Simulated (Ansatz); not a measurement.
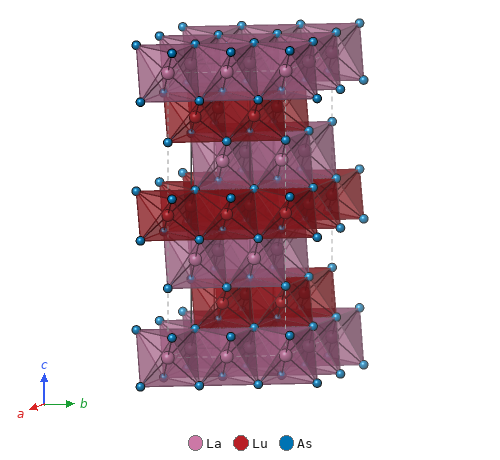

Polyhedra are drawn about La and Lu (bonds: As–La below 3.4 Å and As–Lu below 3.3 Å); other atoms are plain spheres.

The compound is LaLuAs₂ (space group R-3m, No. 166), taken as the geometry relaxed with Ansatz 0.2.0, DFT, PBE, plane waves, PAW; the starting structure was generated, so it need not be a known form of this composition.

What figure surrounds each La or Lu atom, and what does it share with the other drawn polyhedra?

Answer. La: LaAs6 octahedron, sharing edges with twelve neighbours and corners with six neighbours; Lu: LuAs6 octahedron, sharing corners with six neighbours and edges with twelve neighbours.

How do these polyhedra hang together as a whole?

Answer. They form a three-dimensional framework of corner- and edge-sharing octahedra.
